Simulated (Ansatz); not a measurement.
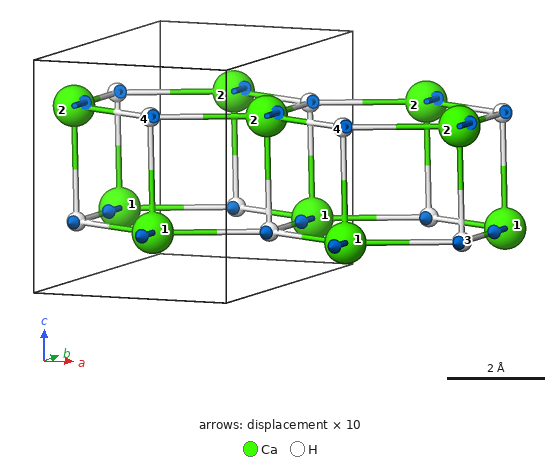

This is a relaxation of a crystal of CaH (built on the random type) (coarse preliminary run). The starting structure is drawn; blue arrows show the displacements (the part carried along by the change of the cell is left out), magnified 10 times.

Style: ball-and-stick. Shown: the conventional cell (2 times the calculation's cell), repeated 2 × 1 × 1 with one cell outlined, slightly off an axis. Lengths and directions refer to the drawn axes.

Case: random cell with space group Cmc2_1 (No. 36).

All numbers below come from DFT PBE, scalar-relativistic, plane waves, PAW (Ansatz). Settings: plane-wave cutoff 420 eV; k-point mesh 6 × 6 × 4; occupations gaussian; smearing width 0.1 eV; no spin polarisation; cell and atoms relaxed; force threshold 0.04 eV/Å; at most 70 steps.

**Which element moves most?**

Calcium: up to 0.086 Å, against 0.041 Å for hydrogen.

**Describe the change and its energy.**

Over 3 accepted moves (4 points after the start) the energy falls by 2.8 meV per atom. The largest force component goes from 0.028 to 0.0038 eV/Å. The pressure goes from −0.09 to −0.01 GPa. At 1 point the geometry stayed and the basis and grid were re-selected for the new cell (energy shift of 0.1 meV per atom at most each time). The largest moves relative to the cell, 0.086 Å, are those of Ca1 and Ca2. Ca2 goes along +b. By element the largest moves are Ca 0.086 Å, H 0.041 Å. The drawn cell changes as follows: a 4.324 → 4.151 Å (−4.0 %), b 6.854 → 7.100 Å (+3.6 %), c 4.867 → 4.885 Å (+0.4 %); the volume changes by −0.2 %. Near-neighbour distances that change, for instance: Ca1–Ca2 3.472 → 3.419 Å, Ca1–H3 2.337 → 2.376 Å, Ca1–H3 (another image) 2.421 → 2.385 Å, Ca1–Ca2 (another image) 3.391 → 3.408 Å. Among the angles between lasting bonds that change: H4–Ca1–H4 173.4° → 179.2°, Ca1–H4–Ca1 173.4° → 179.2°, H3–Ca1–H3 126.5° → 121.0°. The space group stays Cmcm (No. 63). Cost: 11 s on 1 thread of Arm Neoverse V2 (shared host), peak memory 0.34 GiB.
